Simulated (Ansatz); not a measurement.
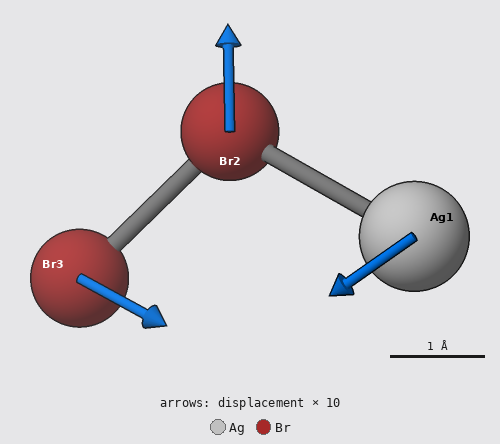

A relaxation of AgBr2 (charge +1) (coarse preliminary run). The starting structure is drawn; blue arrows show the displacements, magnified 10 times. The two geometries are superimposed by the best rigid fit.

A ball-and-stick model, seen at a tilt.

Method: Ansatz, RKS PBE-D4/def2-SVP. Settings: force threshold 0.03 eV/Å; at most 250 steps.

Question: Describe the change and its energy.

Answer: Over 2 geometry steps the energy falls by 2.29 kJ/mol. Largest force component: 0.37 eV/Å at the start, 0.013 eV/Å at the end. The atom that moves furthest after the best rigid fit is Br3 (0.12 Å). By element the largest moves are Br 0.12 Å, Ag 0.12 Å. Some distances before and after: Br2–Br3 2.301 → 2.340 Å, Ag1–Br2 2.580 → 2.594 Å. Among the angles between lasting bonds that change: Ag1–Br2–Br3 109.6° → 100.1°. The run took 1.4 s on 4 threads of AMD EPYC 9R45 96-Core, with other jobs on the host.
